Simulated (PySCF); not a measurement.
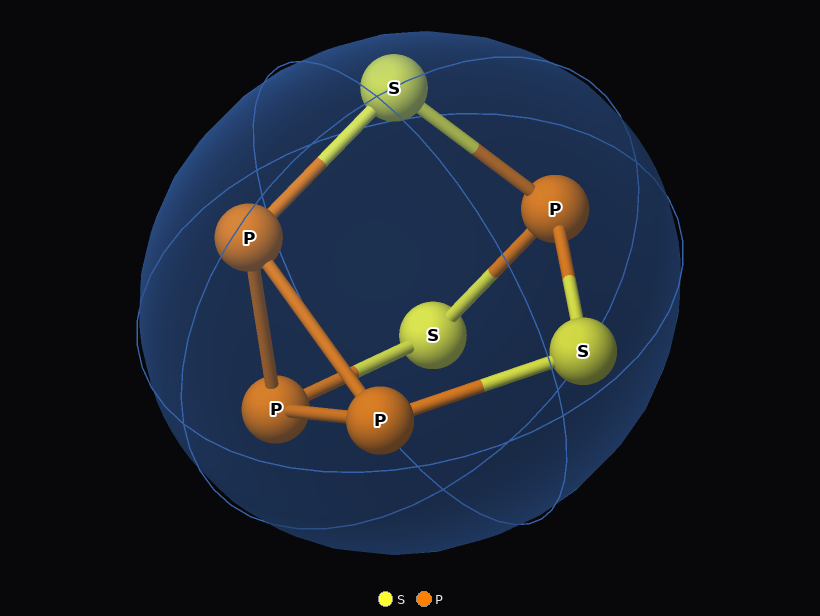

The ellipsoid shows the static dipole polarisability: its half-axes are proportional to the principal values. Computed geometry: GFN2-xTB optimisation. No frequency run is at hand to confirm it as a minimum. Method: CAM-B3LYP/def2-SVPD (PySCF 2.14.0).

> How large and how anisotropic is the polarisability?

Principal values 140.7, 140.7, 152.3 bohr³; mean 144.6 bohr³ (21.42 Å³); anisotropy 11.6 bohr³, so the longest axis is 1.08 times the shortest.

The geometry is semi-empirical. Around P such bond lengths and angles can be off by a tenth of an ångström or more and by several degrees, and values that hang on the shape move with them.
